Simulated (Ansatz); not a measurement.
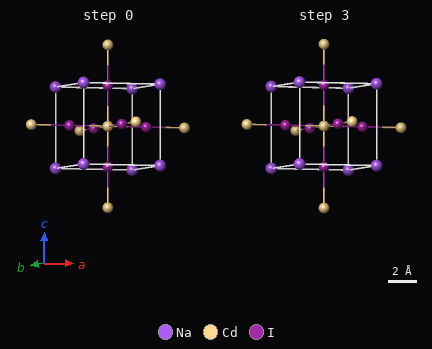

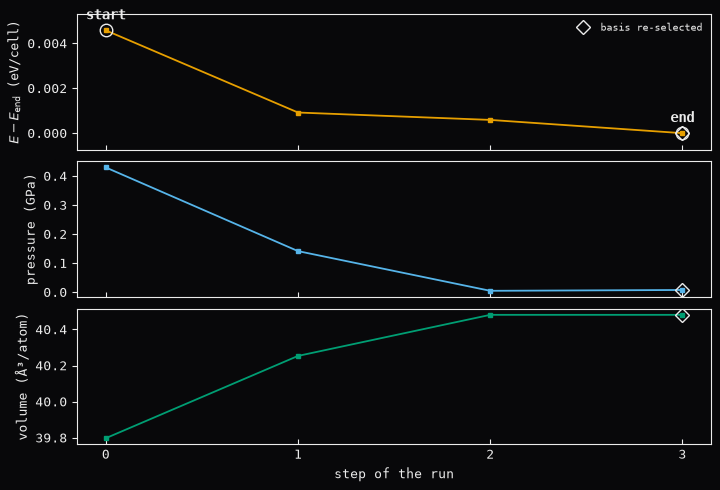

First and last geometry of a relaxation of crystalline NaCdI$_{3}$ (built on the cubic perovskite type), with the history of the run. The picture is a ball-and-stick view of the cell of the calculation, seen from a free direction.

These are results of DFT, r2SCAN+rVV10, plane waves, PAW in Ansatz 0.2.0, not measurements.

Input file:
```yaml
crystal:
  lattice:
    - [5.8381588952, 0.0, 0.0]
    - [0.0, 5.8381588952, 0.0]
    - [0.0, 0.0, 5.8381588952]
  atoms:
    - { symbol: Na, position: [0.0, 0.0, 0.0] }
    - { symbol: Cd, position: [0.5, 0.5, 0.5] }
    - { symbol: I, position: [0.5, 0.5, 0.0] }
    - { symbol: I, position: [0.5, 0.0, 0.5] }
    - { symbol: I, position: [0.0, 0.5, 0.5] }
kpoints:
  mp_grid: { grid: [4, 4, 4] }
hamiltonian:
  xc: r2scan
  dispersion: rvv10
scf:
  occupations: { method: fermi_dirac, width: 0.03 }
relax:
  f_tol: 0.01
  cell: {}
  max_steps: 120
```

Launched with:
```bash
ansatz run input.yaml --threads 2 --pin off --max-ram 2211MiB --backend cpu --events-out ev --progress --plain --runs-dir out
```

Did the run converge, and what did it change?

Answer. It converged. The atoms keep their places relative to the cell (all moves are under 0.005 Å). Cell: a = b = c 5.838 → 5.871 Å (+0.6 %). Volume +1.7 %. Some distances before and after: Cd2–I3 2.919 → 2.936 Å. The space group stays Pm-3m (No. 221). The energy falls by 4.6 meV per cell of the calculation in 2 accepted moves (3 points after the start). All forces vanish by symmetry, so only the cell relaxes. The pressure goes from 0.43 to 0.01 GPa. The SCF was repeated once at an unchanged geometry on a basis and grid sized afresh for the cell, which shifted the energy by 0.6 meV per cell of the calculation at most.
